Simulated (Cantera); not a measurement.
Charge: 1 mol CH3SiCl3, 2.5 mol HCl, 8.8 mol H2, held at 1330 Pa.

Cantera equilibrium calculation (NASA polynomials, part measured and part estimated; ideal gas, pure solids and liquids). Candidate condensed phases: C, C6H6, C7H8, C8H18, Si, SiC; 109 gas species. The feed counts by its element totals alone. The tables' values for SiCl, SiCl3 are old estimates; treat these amounts as uncertain. The numbers say what is thermodynamically allowed, not how fast it happens.

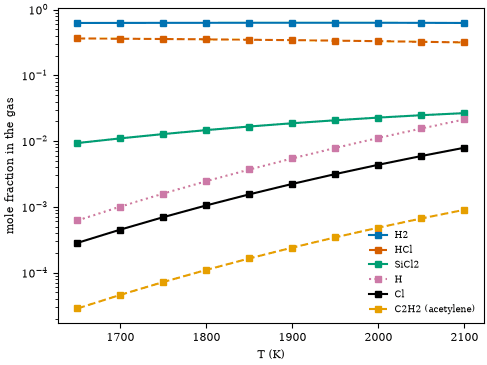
Figure. Equilibrium gas composition (values under 1e-9 drawn at 1e-9)

**Question.** Read off the mole fractions at 2050 K.

**Answer.** H2 about 0.63, HCl about 0.32, SiCl2 about 0.025, H about 0.016, Cl about 0.0059, C2H2 (acetylene) about 0.00067.
